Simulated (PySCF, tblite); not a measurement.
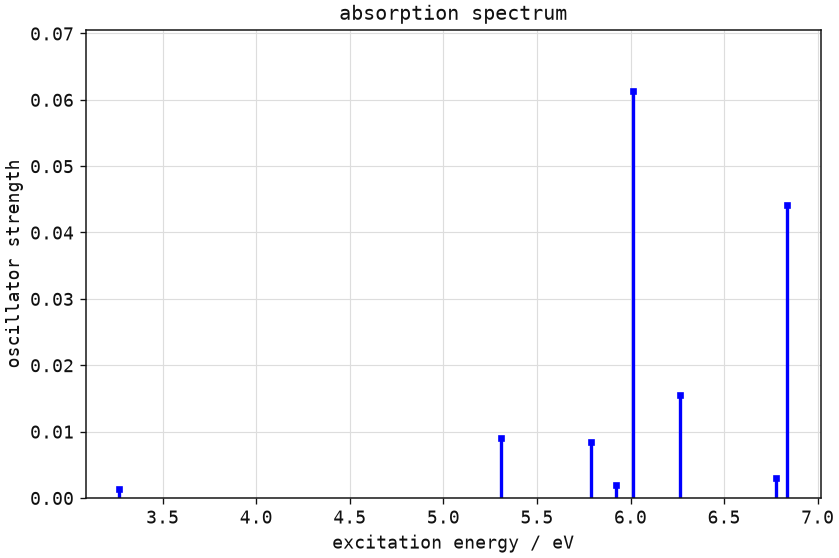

Vertical TDDFT excitations, B3LYP/def2-SVPD with PySCF 2.14.0, at a GFN2-xTB geometry (a minimum by its frequencies), gas phase. The lowest 8 singlet states are shown.

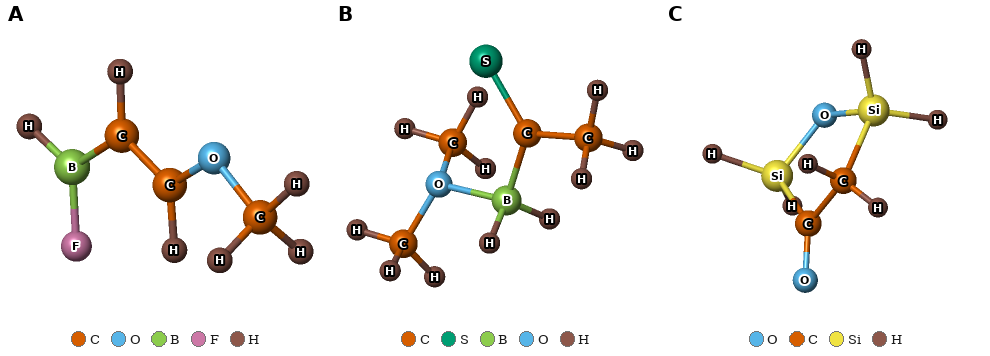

Whose absorption spectrum is this? Choose among the lettered structures.

Answer. Structure C, C₂H₆O₂Si₂, SMILES O=C1C[SiH2]O[SiH2]1. Its lowest singlet lies at 3.27 eV (f = 0.001) and the brightest of those computed is S5 at 6.01 eV (206 nm), f = 0.061, mainly HOMO → LUMO+3 (68 %).

Note: states above the negative HOMO energy depend on the basis; the tight-binding geometry is rougher than a DFT one and adds to the error; one conformer of a flexible molecule; core orbitals are frozen in the response.
